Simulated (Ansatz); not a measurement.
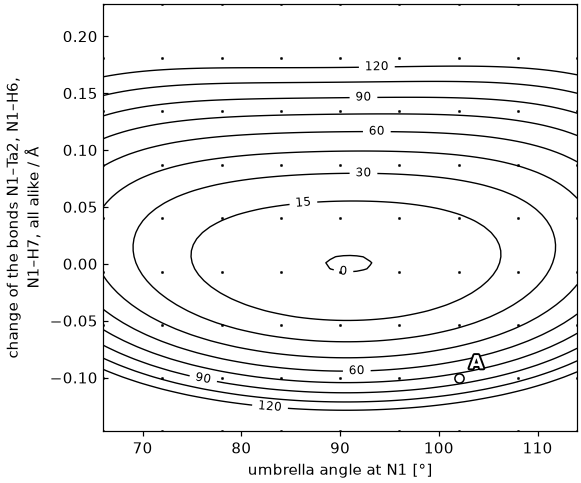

FH3NO2Ta, SMILES [NH2][Ta](=[O])([OH])[F]. First axis: umbrella angle at N1 (between each of its bonds and their common axis; 90 is planar). Second axis: change of the bonds N1–Ta2, N1–H6, N1–H7, all alike. Nothing is relaxed (all other coordinates rigid). The scan uses a 9 × 9 grid. Points are written as (first, second). Energies: kJ/mol, counted from the lowest grid point. The calculation used Ansatz 0.2.0, RKS B3LYP-D4/def2-SVP.

In the figure: contour lines labelled in kJ/mol (none above 120), dots at the grid points, the point A. Between grid points the surface is interpolated.

Which way does the force act at A, and how strong is it?

Answer. A, at (102°, −0.100 Å), is not a stationary point. The computed force is 2.3 kJ/mol for each degree towards smaller values of the first coordinate and 1600 kJ/mol for each Å towards larger values of the second coordinate.
